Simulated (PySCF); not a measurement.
**BCl2F (SMILES FB(Cl)Cl) at CCSDT/STO-6G**

Aim: the vertical singlet–triplet gap of BCl2F at CCSDT/STO-6G, from 2 runs. The job is set up through a Python script.

Program for the calculation: PySCF 2.14.0.

4 further runs of the same task are left out: 4 set aside as unsound or not needed.

### 1 Starting point

BCl2F: 4 atoms, total charge 0, spin state singlet. As SMILES, `FB(Cl)Cl`. The shape is that of a GFN2-xTB optimisation.

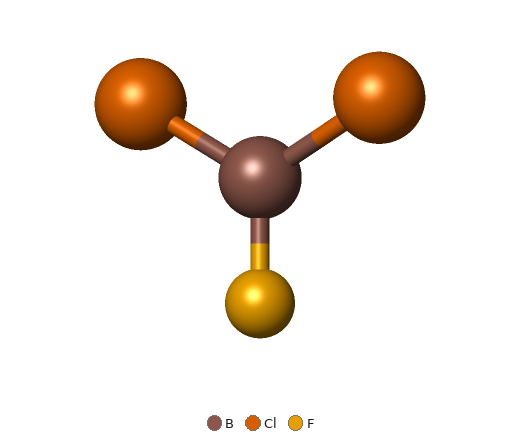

Viewed from a chosen angle; boron brown, chlorine orange, fluorine amber.

### 2 A single-point energy at CCSDT/STO-6G

Contents of calc.py:

```python
# BCl2F
from pyscf import gto, cc

molecule = gto.M(
    atom='''
B       -0.037880      -0.063210      -0.000480
Cl       1.671570      -0.146640       0.013750
Cl      -0.914230       1.407130      -0.016990
F       -0.719460      -1.197280       0.003720
''',
    verbose=3,
    spin=0,
    max_memory=1860,
    basis='sto-6g',
    charge=0,
)

mf = molecule.RHF()
mf.conv_tol = 1e-10
mf.kernel()
if not mf.converged:
    mf = mf.newton().run(mf.mo_coeff, mf.mo_occ)

mycc = cc.CCSDT(mf, frozen=12)
mycc.kernel()
e_final = mycc.e_tot
print('E = %.10f Eh' % e_final)
```

Started as:

```console
$ OMP_NUM_THREADS=1 python calc.py
```

Output:

```text
converged SCF energy = -1039.69799125919
_make_eris_incore_RCCSDT

WARN: A large `blksize` is being used, which may cause large memory consumption
      for storing contraction intermediates. If memory is sufficient, consider using
      `pyscf.cc.rccsdt_highm.RCCSDT` instead.

RCCSDT converged
E(RCCSDT) = -1039.791774272883   E_corr = -0.0937830136904735
E_corr(same-spin) = -0.0204277127252099
E_corr(oppo-spin) = -0.0733553009652636
E = -1039.7917742729 Eh
```

Wall time 2.1 s (1 thread of Intel Xeon Platinum 8488C (Sapphire Rapids), shared host); peak memory 0.12 GiB.

### 3 The triplet at the same level

Contents of mol.xyz:

```xyz
4

B     -0.037880    -0.063210    -0.000480
Cl     1.671570    -0.146640     0.013750
Cl    -0.914230     1.407130    -0.016990
F     -0.719460    -1.197280     0.003720
```

Contents of job.py:

```python
from pyscf import gto, cc

mol = gto.M(
    atom='mol.xyz',
    verbose=4,
    max_memory=1860,
    spin=2,
    basis='sto-6g',
    charge=0,
)

hf = mol.UHF()
hf.conv_tol = 1e-10
hf.kernel()
if not hf.converged:
    hf = hf.newton().run(hf.mo_coeff, hf.mo_occ)

mycc = cc.CCSDT(hf, frozen=12)
mycc.kernel()
e_final = mycc.e_tot
print('Final energy', e_final)
```

Started as:

```console
$ OMP_NUM_THREADS=1 python job.py
```

Output:

```text
PySCF version 2.14.0

[INPUT] num. atoms = 4
[INPUT] num. electrons = 48
[INPUT] charge = 0
[INPUT] spin (= nelec alpha-beta = 2S) = 2
[INPUT] symmetry False subgroup None
[INPUT] Mole.unit = angstrom
[INPUT] Symbol           X                Y                Z      unit          X                Y                Z       unit  Magmom
[INPUT]  1 B     -0.037880000000  -0.063210000000  -0.000480000000 AA   -0.071582825599  -0.119449588334  -0.000907068540 Bohr   0.0
[INPUT]  2 Cl     1.671570000000  -0.146640000000   0.013750000000 AA    3.158809498039  -0.277109438906   0.025983734213 Bohr   0.0
[INPUT]  3 Cl    -0.914230000000   1.407130000000  -0.016990000000 AA   -1.727644314861   2.659090321659  -0.032106446856 Bohr   0.0
[INPUT]  4 F     -0.719460000000  -1.197280000000   0.003720000000 AA   -1.359582357580  -2.262531294419   0.007029781183 Bohr   0.0

[... 27 lines left out ...]
WARN: HOMO 0.155177120394932 >= LUMO -0.486326770694896
[... 5 lines left out ...]
WARN: HOMO -0.135127157047222 >= LUMO -0.154137788247934
[... 66 lines left out ...]
converged SCF energy = -1039.3896265094  <S^2> = 2.0116543  2S+1 = 3.0077595
[... 17 lines left out ...]
WARN: A large `blksize_v_aaa` is being used, which may cause large memory consumption
[... 3 lines left out ...]
WARN: A large `blksize_v_aab` is being used, which may cause large memory consumption
[... 6 lines left out ...]
Init t2, MP2 energy = -0.0590431324957989
[... 45 lines left out ...]
UCCSDT converged
[... 3 lines left out ...]
Final energy -1039.4704640030636
```

Wall time 11 s (1 thread of Intel Xeon Platinum 8488C (Sapphire Rapids), shared host); peak memory 0.13 GiB.

### 4 What came out

Level: CCSDT/STO-6G, 12 core orbitals frozen.

| quantity | value |
| --- | --- |
| singlet: total energy | -1039.79177 Eh |
| singlet: dipole moment (Hartree–Fock density) | 0.93 D |
| singlet: HOMO energy (Hartree–Fock orbitals) | -11.67 eV |
| singlet: LUMO energy (Hartree–Fock orbitals) | 5.67 eV |
| singlet: HOMO–LUMO gap (Hartree–Fock orbitals) | 17.34 eV |
| singlet: correlation energy (12 core orbitals frozen) | -93.8 mEh |
| singlet: T1 diagnostic | 0.013 |
| triplet: total energy | -1039.47046 Eh |
| triplet: dipole moment (Hartree–Fock density) | 1.63 D |
| triplet: HOMO energy (Hartree–Fock orbitals) (highest over α and β) | -3.83 eV |
| triplet: LUMO energy (Hartree–Fock orbitals) (lowest over α and β) | -3.47 eV |
| triplet: correlation energy (12 core orbitals frozen) | -80.8 mEh |
| triplet: ⟨S²⟩ of the reference determinant | 2.012 |
| triplet: T1 diagnostic | 0.021 |
| vertical energy of the triplet above the singlet | 8.743 eV |

In words: At this shape the triplet lies 8.74 eV (202 kcal/mol) above the singlet. In a minimal basis such a difference can be off by several eV, whatever the method.
